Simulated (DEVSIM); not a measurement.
System: W/La2O3/p-Ge capacitor, at 300 K.

```csv
layer (left to right),material,thickness (nm),Na (cm⁻³)
1,La2O3,4.20,-
2,Ge,12000,2.3e15
```

Metal gate on the left, work function 4.6 eV. Fixed charge at the semiconductor interface 0 cm⁻² (in units of +e); no interface traps.

The device is made up for the run: typed textbook-type constants, with dimensions and the other settings drawn at random. Values at 300 K.

| parameter | La2O3 | Ge |
|---|---|---|
| gap (eV) | 5.8 | 0.664 |
| affinity (eV) | 1.8 | 4 |
| permittivity | 27 | 16 |
| Nc (cm⁻³) | - | 1.04e19 |
| Nv (cm⁻³) | - | 6e18 |

DEVSIM, 1D Poisson equation in equilibrium, Boltzmann statistics, complete ionisation; no quantum confinement or tunnelling. Metal contacts follow the ideal Schottky-Mott rule: no Fermi-level pinning, no interface dipoles.

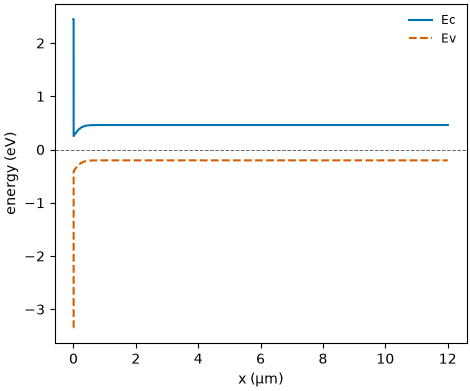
*Band edges at 0.35 V on the gate*

Energies count from the Fermi level of the right contact; mesh points crowd at the junctions.

```tsv
x (μm)	Ec (eV)	Ev (eV)	n (cm⁻³)	p (cm⁻³)	field (V/cm)
0.000	2.450	-3.350	< 1e2	< 1e2	5900
0.001199	2.451	-3.349	< 1e2	< 1e2	5900
0.002816	2.452	-3.348	< 1e2	< 1e2	5900
0.004072	2.452	-3.348	< 1e2	< 1e2	5900
0.006247	0.254	-0.410	5.5e14	7.9e11	9900
0.01078	0.259	-0.405	4.6e14	9.4e11	9700
0.02111	0.269	-0.395	3.2e14	1.4e12	9400
0.06024	0.303	-0.361	8.3e13	5.2e12	8300
0.1411	0.362	-0.302	8.7e12	5.0e13	6200
0.3252	0.436	-0.228	5.0e11	8.8e14	2100
0.7808	0.460	-0.204	1.9e11	2.3e15	30
2.465	0.461	-0.203	1.9e11	2.3e15	≈ 0
5.749	0.461	-0.203	1.9e11	2.3e15	≈ 0
9.345	0.461	-0.203	1.9e11	2.3e15	≈ 0
11.16	0.461	-0.203	1.9e11	2.3e15	≈ 0
11.64	0.461	-0.203	1.9e11	2.3e15	≈ 0
11.86	0.461	-0.203	1.9e11	2.3e15	≈ 0
11.94	0.461	-0.203	1.9e11	2.3e15	≈ 0
11.98	0.461	-0.203	1.9e11	2.3e15	≈ 0
12.00	0.461	-0.203	1.9e11	2.3e15	≈ 0
12.00	0.461	-0.203	1.9e11	2.3e15	≈ 0
12.00	0.461	-0.203	1.9e11	2.3e15	≈ 0
```
